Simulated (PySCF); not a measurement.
# C$_{6}$H$_{10}$AlF (SMILES C=[C]([AlH][F])C1CCC1): what the fields show

```xyz
18

C    -1.6817   -0.8229    1.3355
C    -1.1554   -0.2041    0.2789
Al   -2.2124    1.4078   -0.1946
F    -2.0487    2.4256   -1.4837
C     0.1201   -0.6461   -0.3728
C     0.8688    0.4517   -1.1502
C     2.1617    0.0898   -0.4051
C     1.3566   -0.8136    0.5398
H    -1.2565   -1.7035    1.7967
H    -2.5928   -0.4428    1.7826
H    -3.3735    1.7496    0.7433
H    -0.0627   -1.5362   -0.9801
H     0.8914    0.3526   -2.2335
H     0.4936    1.4484   -0.8916
H     2.6863    0.9184    0.0664
H     2.8653   -0.4637   -1.0245
H     1.7252   -1.8305    0.6569
H     1.2058   -0.3741    1.5243
```

Geometry: GFN2-xTB.

Method: PBE0/pcSseg-1, SCF density, gas phase, non-relativistic (PySCF).

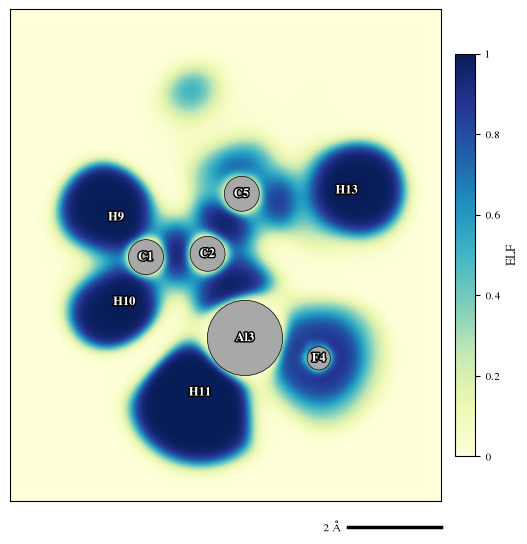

Figure 1. ELF on the plane of atoms C2, Al3 and H11. Grey discs cover the atomic cores.

### What do the fields say about this system?

The plane passes through C, Al, F and H nuclei. C–C (1.33 Å): the ELF peaks at about 0.90 between the atoms (a multiple bond). Al–F (1.65 Å): the ELF peaks at about 0.85 in the valence shell of F, 0.5 Å from its nucleus, and is about 0.30 at the midpoint. C–Al (1.98 Å): the ELF peaks at about 0.95 between the atoms (a shared but strongly polarised pair). C–H (1.08 Å): the ELF climbs to about 1 towards the hydrogen, as it does in any bond to H: a covalent bond by its length. C–C (1.50 Å): the ELF peaks at about 0.95 between the atoms, as expected for a shared electron pair. The ELF also peaks beside F4, away from the bonds: lone-pair regions.

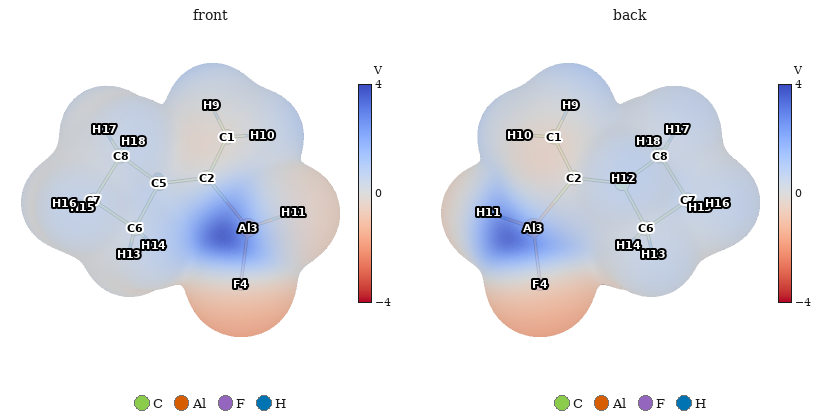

Figure 2. The molecular electrostatic potential painted on the density surface at 0.002 e/bohr³, seen from the front and from behind; the colour scale runs from red (negative) to blue (positive).

### Which sites attract a positive test charge, and which a negative one?

A positive charge is drawn to the negative regions and a negative charge to the positive ones. The most negative region (about −1.5 V) lies over F4, the most positive (about +3.5 V) over Al3.
